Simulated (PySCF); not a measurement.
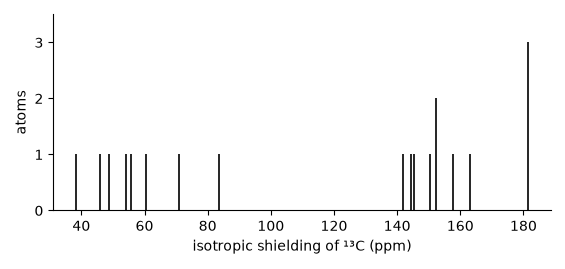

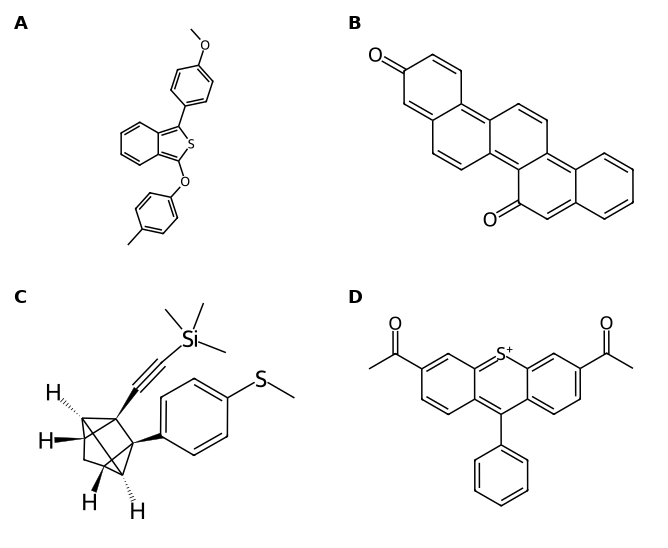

The sticks are computed shieldings of one of the molecules, for one fixed geometry (GFN2-xTB) without averaging over rotations. Low shielding means a high chemical shift. Method: GIAO PBE/pcSseg-1 NMR shielding, non-relativistic, gas phase (PySCF 2.14.0).

Match the spectrum to a structure.

Answer. C, `CSc1ccc([C@@]23[C@@H]4[C@H]5[C@@H](C[C@@H]42)[C@]53C#C[Si](C)(C)C)cc1`. Its 19 C atoms give lines at 38.2, 45.9, 48.6, 54.0, 55.8, 60.5, 70.8, 83.5, 141.7, 144.3, 145.3, 150.4, 152.2 (2 atoms), 157.8, 163.1, 181.4 (3 atoms) ppm.

The geometry is semi-empirical. Around Si such bond lengths and angles can be off by a tenth of an ångström or more and by several degrees, and values that hang on the shape move with them.
